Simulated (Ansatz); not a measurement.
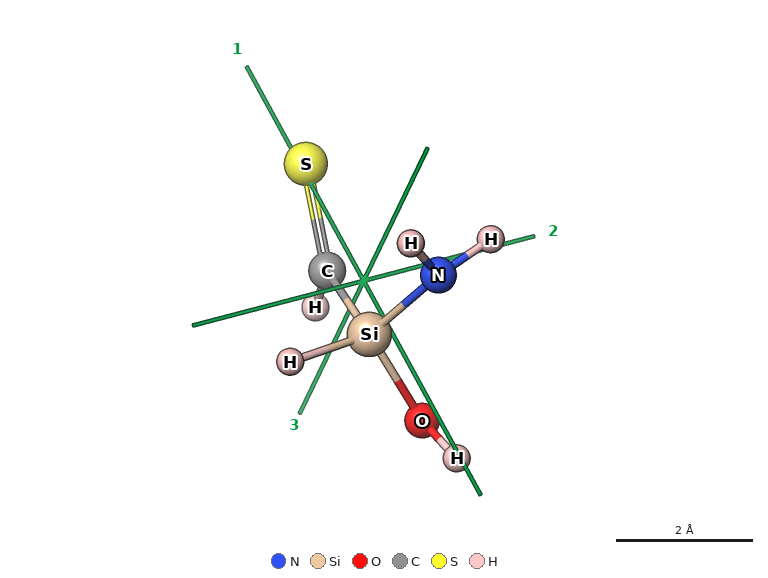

The three principal axes of inertia are drawn and numbered. Distant atoms are faded towards the background colour. The geometry was computed by an optimisation with PBE0-D4/def2-TZVP. Masses are those of the most abundant isotopes; constants are for the rigid equilibrium geometry.

Which line is the a axis (least moment of inertia), which b and which c?

a is line 1, b is line 3, c is line 2; the moments are 85.1, 276, 338 u Å².

What kind of rotor is it, and what are its rotational constants in GHz?

An asymmetric top (C1): A = 5.94, B = 1.83, C = 1.50 GHz. Ray's parameter κ is −0.85, nearer the prolate limit.
